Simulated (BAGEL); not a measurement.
**B3LYP/6-31G(d) (density fitting with qzvpp-jkfit, spherical functions) run of [AlCl4]− (SMILES [Cl][Al-]([Cl])([Cl])[Cl])**

Aim: the energy change on altering one bond length of [AlCl4]− at B3LYP/6-31G* (density fitting with qzvpp-jkfit, spherical functions), from 2 runs. 

Program for the calculation: BAGEL 1.2.2.

6 further runs of the same task are left out: 6 that didn't finish.

### 1 The system as given

The species is [AlCl4]− (5 atoms), meant as a singlet with charge -1. As SMILES, `[Cl][Al-]([Cl])([Cl])[Cl]`. Geometry: relaxed at PBE0-D4/def2-TZVPD.

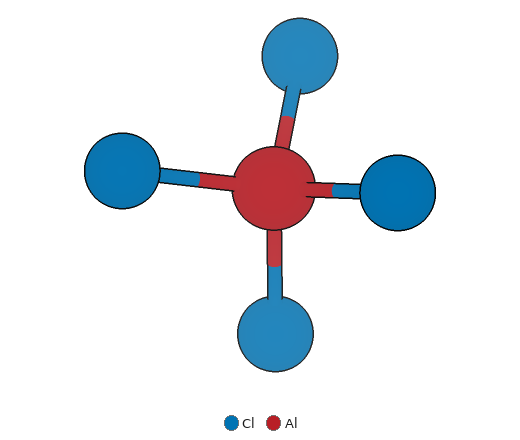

The structure, seen from a chosen angle (chlorine blue, aluminium red).

### 2 A single-point energy at B3LYP/6-31G(d) (density fitting with qzvpp-jkfit, spherical functions)

Contents of dft.json:

```json
{ "bagel" : [

{
  "title" : "molecule",
  "basis" : "6-31gs.json",
  "df_basis" : "qzvpp-jkfit",
  "angstrom" : "true",
  "geometry" : [
    { "atom" : "Cl", "xyz" : [      -0.994100,      -0.096200,       1.909900 ] },
    { "atom" : "Al", "xyz" : [       0.000000,       0.000000,       0.000000 ] },
    { "atom" : "Cl", "xyz" : [       1.675400,      -1.355800,      -0.006900 ] },
    { "atom" : "Cl", "xyz" : [      -1.381400,      -0.557100,      -1.557800 ] },
    { "atom" : "Cl", "xyz" : [       0.700000,       2.009000,      -0.345200 ] }
  ]
},

{
  "title" : "ks",
  "xc_func" : "b3lyp",
  "charge" : -1
},

{
  "title" : "print",
  "file" : "orbitals.molden",
  "orbitals" : "true"
}

]}
```

The basis set 6-31G* is read from a file made from the Basis Set Exchange's data (not shown).

Command:

```
BAGEL_NUM_THREADS=1 BAGEL dft.json > dft.out
```

Output:

```text
* using 1 threads per process

  ===============================================================
  ===============================================================

  *** Geometry ***

  { "atom" : "Cl", "xyz" : [     -1.878577,     -0.181792,      3.609188 ] },
  { "atom" : "Al", "xyz" : [      0.000000,      0.000000,      0.000000 ] },
  { "atom" : "Cl", "xyz" : [      3.166047,     -2.562091,     -0.013039 ] },
  { "atom" : "Cl", "xyz" : [     -2.610468,     -1.052766,     -2.943815 ] },
  { "atom" : "Cl", "xyz" : [      1.322808,      3.796460,     -0.652333 ] },

  Number of auxiliary basis functions:      640

  Since a DF basis is specified, we compute 2- and 3-index integrals:
    o Being stored without compression. Storage requirement is 0.041 GB

  Number of basis functions:       90
  Number of electrons      :       81

    * METHOD: MOLECULE                             0.47

  *** Kohn-Sham DFT ***

    * Removing 10019 points whose weight is below 1.00e-10
    * Grid points: 64511

  === Nuclear Repulsion ===
   477.7563886433

       - DIIS with orbital gradients will be used.

  === KS iteration (b3lyp / 6-31gs.json) ===
      0      -2055.76364547          0.14094483           0.46
      1      -2066.04344811          0.10074585           0.43
      2      -2060.69766736          0.13012780           0.45
      3      -2082.73648042          0.02413393           0.44
      4      -2083.28509275          0.01626584           0.45
      5      -2083.58717638          0.00407130           0.44
      6      -2083.60053738          0.00078982           0.44
      7      -2083.60166029          0.00003642           0.44
      8      -2083.60166365          0.00000212           0.44
      9      -2083.60166366          0.00000075           0.44
     10      -2083.60166366          0.00000030           0.44
     11      -2083.60166366          0.00000003           0.44
     12      -2083.60166366          0.00000000           0.44
    * SCF iteration converged.

    * Permanent dipole moment:
           (    0.000011,    -0.000065,    -0.000029) a.u.

    * METHOD: KS                                   6.11

    * METHOD: PRINT                                0.02

  ===============================================================
```

Run time: 6.9 s. Hardware: 1 thread of Arm Neoverse V1, shared host; peak memory 0.36 GiB.

### 3 The distorted shape at the same level

Contents of job.json:

```json
{ "bagel": [

{
  "title": "molecule",
  "basis": "6-31gs.json",
  "df_basis": "qzvpp-jkfit",
  "angstrom": true,
  "geometry": [
    { "atom": "Cl", "xyz": [      -3.004578,       1.530758,       1.918180 ] },
    { "atom": "Al", "xyz": [      -2.010478,       1.626958,       0.008280 ] },
    { "atom": "Cl", "xyz": [       1.675400,      -1.355800,      -0.006900 ] },
    { "atom": "Cl", "xyz": [      -3.391878,       1.069858,      -1.549520 ] },
    { "atom": "Cl", "xyz": [      -1.310478,       3.635958,      -0.336920 ] }
  ]
},

{ "title": "ks", "xc_func": "b3lyp", "charge": -1 },

{ "title": "print", "file": "orbitals.molden", "orbitals": true }

]}
```

The basis set 6-31G* is read from a file made from the Basis Set Exchange's data (not shown).

Command:

```
BAGEL_NUM_THREADS=1 BAGEL job.json > job.out
```

Output:

```text
* using 1 threads per process

  ===============================================================
  ===============================================================

  *** Geometry ***

  { "atom" : "Cl", "xyz" : [     -5.677830,      2.892713,      3.624835 ] },
  { "atom" : "Al", "xyz" : [     -3.799253,      3.074505,      0.015647 ] },
  { "atom" : "Cl", "xyz" : [      3.166047,     -2.562091,     -0.013039 ] },
  { "atom" : "Cl", "xyz" : [     -6.409720,      2.021739,     -2.928168 ] },
  { "atom" : "Cl", "xyz" : [     -2.476445,      6.870965,     -0.636687 ] },

  Number of auxiliary basis functions:      640

  Since a DF basis is specified, we compute 2- and 3-index integrals:
    o Being stored without compression. Storage requirement is 0.041 GB

  Number of basis functions:       90
  Number of electrons      :       81

    * METHOD: MOLECULE                             0.47

  *** Kohn-Sham DFT ***

    * Removing 8232 points whose weight is below 1.00e-10
    * Grid points: 66298

  === Nuclear Repulsion ===
   396.5543111015

       - DIIS with orbital gradients will be used.

  === KS iteration (b3lyp / 6-31gs.json) ===
      0      -2040.29060761          0.13250454           0.49
      1      -1913.22410919          0.09133568           0.46
      2      -1858.46598594          0.12340550           0.47
      3      -2059.17867183          0.06040749           0.46
      4      -2073.58135663          0.02468095           0.46
      5      -1978.04432065          0.05152569           0.45
      6      -2083.05594127          0.01865736           0.46
      7      -2083.41726122          0.00502924           0.45
      8      -2082.57541661          0.01034353           0.44
      9      -2083.46880800          0.00178009           0.44
     10      -2083.47663275          0.00073986           0.46
     11      -2083.47862795          0.00031919           0.46
     12      -2083.47854860          0.00032567           0.46
     13      -2083.47883014          0.00003896           0.46
     14      -2083.47882350          0.00005169           0.45
     15      -2083.47883141          0.00000346           0.45
     16      -2083.47883143          0.00000071           0.46
     17      -2083.47883143          0.00000017           0.47
     18      -2083.47883143          0.00000003           0.47
     19      -2083.47883143          0.00000001           0.45
     20      -2083.47883143          0.00000000           0.44
    * SCF iteration converged.

    * Permanent dipole moment:
           (    3.387307,    -2.741204,    -0.013982) a.u.

    * METHOD: KS                                   9.94

    * METHOD: PRINT                                0.02

  ===============================================================
```

Wall time 11 s (1 thread of Arm Neoverse V1, shared host); peak memory 0.37 GiB.

### 4 Results

At B3LYP/6-31G* (density fitting with qzvpp-jkfit, spherical functions):

```
                                                           quantity           value
                                          first shape: total energy  -2083.60166 Eh
                                           first shape: HOMO energy        -3.95 eV
                                           first shape: LUMO energy         4.73 eV
 first shape: HOMO–LUMO gap (to an unbound level, set by the basis)         8.68 eV
                                      distorted shape: total energy  -2083.47883 Eh
                                       distorted shape: HOMO energy        -1.79 eV
                                       distorted shape: LUMO energy        -0.47 eV
                                     distorted shape: HOMO–LUMO gap         1.33 eV
energy change with the Al2–Cl3 bond stretched from 2.155 to 4.742 Å        3.342 eV
```

**Reading.** With the Al2–Cl3 bond stretched from 2.155 to 4.742 Å the energy rises by 3.34 eV (322 kJ/mol). The first shape isn't relaxed at this level, so the change isn't measured from a minimum.
